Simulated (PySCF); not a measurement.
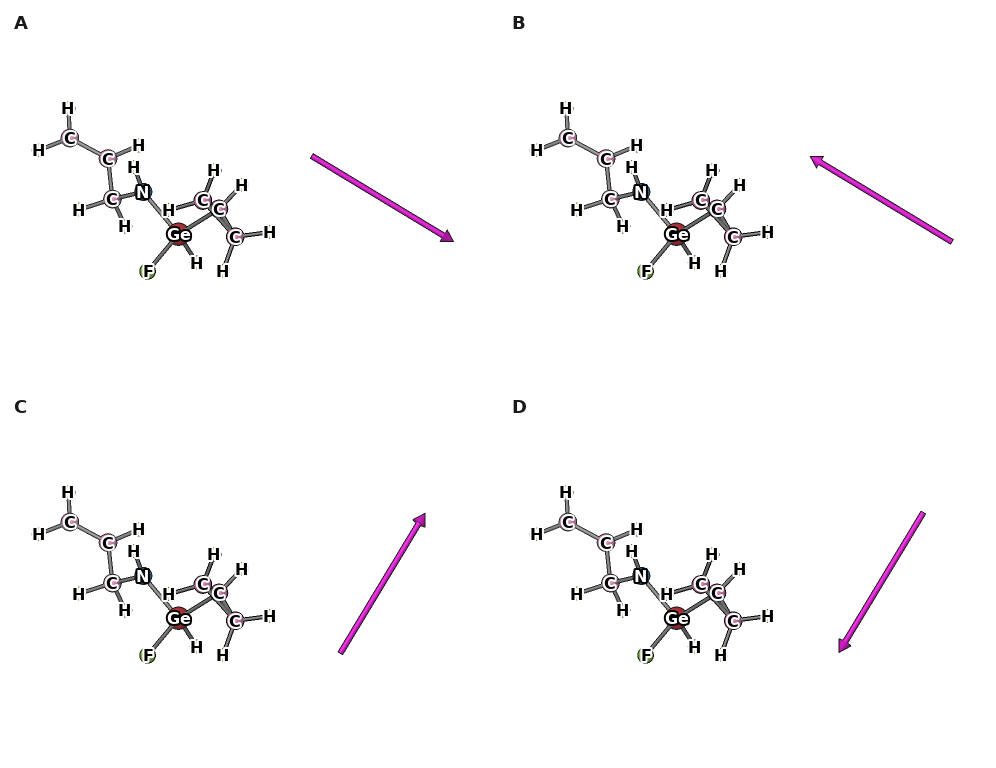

The same molecule four times, each with an arrow. The geometry was computed by an optimisation with PBE0-D3(BJ)/def2-SVP. No frequency run is at hand to confirm it as a minimum. Properties computed with PBE0/def2-SVPD, gas phase (PySCF 2.14.0).

Which arrow points along the dipole moment, from the negative to the positive end?

Answer. C. The dipole moment is 2.18 D.
